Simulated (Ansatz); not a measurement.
C5H7AlO (SMILES [CH][C][Al-2]([CH3])[O][CH+][CH2+])

Input

```
crystal:
  periodic: [false, false, false]
  atoms:
    - {symbol: C, position_ang: [0.980280, -3.156317, -1.326316]}
    - {symbol: C, position_ang: [0.778376, -2.107153, -0.710253]}
    - {symbol: C, position_ang: [-1.345174, 0.217023, 0.595637]}
    - {symbol: C, position_ang: [3.913490, -0.666411, 0.705704]}
    - {symbol: C, position_ang: [3.121167, 0.400040, 0.931171]}
    - {symbol: Al, position_ang: [0.434431, -0.482293, 0.246921]}
    - {symbol: O, position_ang: [1.772396, 0.442830, 0.842370]}
    - {symbol: H, position_ang: [1.162040, -4.076798, -1.867656]}
    - {symbol: H, position_ang: [-1.940448, -0.500720, 1.199246]}
    - {symbol: H, position_ang: [-1.904222, 0.371133, -0.351542]}
    - {symbol: H, position_ang: [-1.312219, 1.181602, 1.140195]}
    - {symbol: H, position_ang: [5.001482, -0.563631, 0.821124]}
    - {symbol: H, position_ang: [3.506710, -1.643631, 0.401965]}
    - {symbol: H, position_ang: [3.554125, 1.372975, 1.234347]}
basis:
  gaussian:
    orbitals: def2-SVPD
output: {forces: true, orbitals: {seedname: orbitals}}
hamiltonian:
  xc: pbe0
```

Command:

```sh
ansatz run input.yaml --threads 2 --pin off --max-ram 5220MiB --events-out events.jsonl --progress --plain --runs-dir runs
```

Geometry: PBE-D3(BJ)/def2-SVP.

These are results of Ansatz, isolated molecule in a Gaussian basis; Kohn-Sham density functional theory, functional PBE0, not measurements.

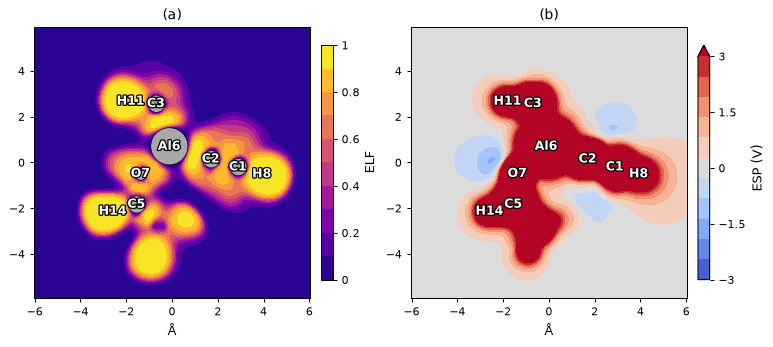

Figure 1. (a) electron localisation function; (b) molecular electrostatic potential on the plane of atoms C3, Al6 and O7. Grey discs cover the atomic cores in the ELF map.

Question: What does the map show?

Answer: The section cuts through C, Al, O and H sites.
C–C (1.23 Å): the ELF peaks at about 0.85 between the atoms (a multiple bond).
C–O (1.35 Å): the ELF peaks at about 0.90 between the atoms (a shared but strongly polarised pair).
Al–O (1.73 Å): the ELF peaks at about 0.85 in the valence shell of O, 0.6 Å from its nucleus, and is about 0.35 at the midpoint.
C–Al (1.92 Å): the ELF peaks at about 0.95 between the atoms, as expected for a polar covalent bond.
C–H (1.08 Å): the ELF climbs to about 1 towards the hydrogen, as it does in any bond to H (an ordinary covalent bond to hydrogen).
The ELF also peaks beside O7, away from the bonds: lone-pair regions.
Outside the dense part of the molecule the potential is most negative (−1.4 V) near O7.

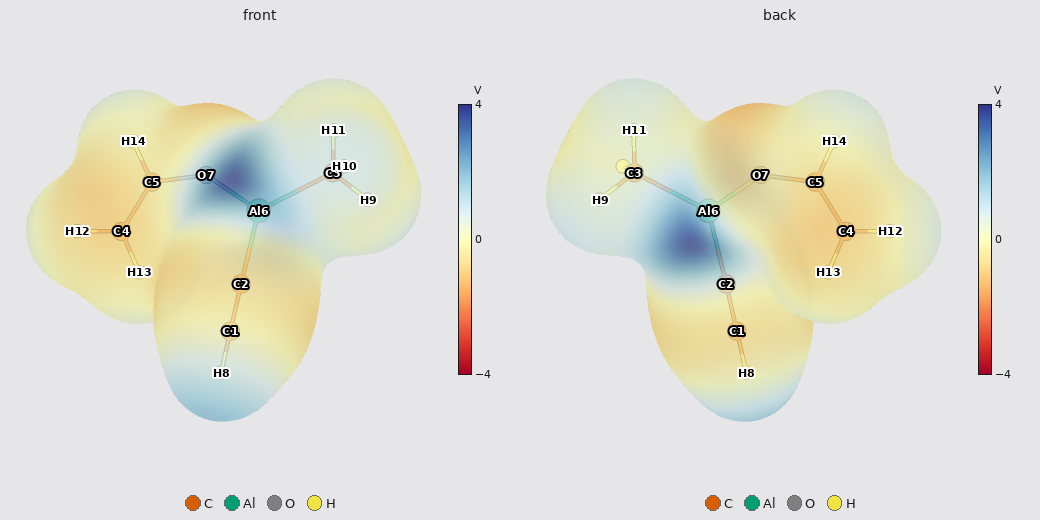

Figure 2. The molecular electrostatic potential painted on the density surface at 0.002 e/bohr³, seen from the front and from behind; red is negative and blue positive.

Question: Describe the electrostatic potential map.

Answer: The most negative region (about −1.1 V, or −25 kcal/mol for a unit charge) lies over O7, the most positive (about +3.4 V, or +78 kcal/mol for a unit charge) over Al6. O7 is the likeliest acceptor of a hydrogen bond.

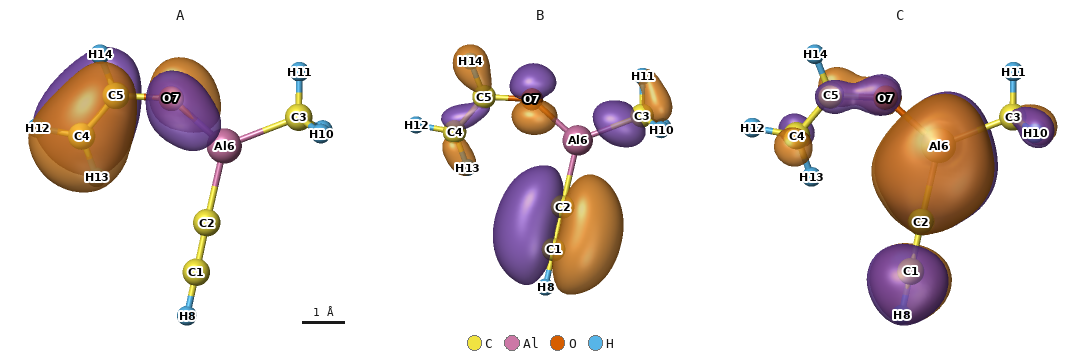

Figure 3. Three frontier orbitals at ±0.08 Å⁻³ᐟ² (orange and purple are the two phases), in no order.

Question: Which picture is the HOMO−1, the HOMO and the LUMO?

Answer: B is the HOMO−1 (−8.18 eV). By Hirshfeld shares it lies mainly on C1 (about 40 %) and C2 (about 35 %); π-bonding across C1–C2. A is the HOMO (−6.62 eV). By Hirshfeld shares it lies mainly on C4 (about 40 %), C5 (about 25 %) and O7 (about 20 %); π-bonding across C4–C5. C is the LUMO (−1.26 eV). It lies mainly on Al6 (about 45 %), C1 (about 20 %) and C2 (about 15 %).

Question: What is the HOMO–LUMO gap?

Answer: 5.36 eV between the orbital energies.
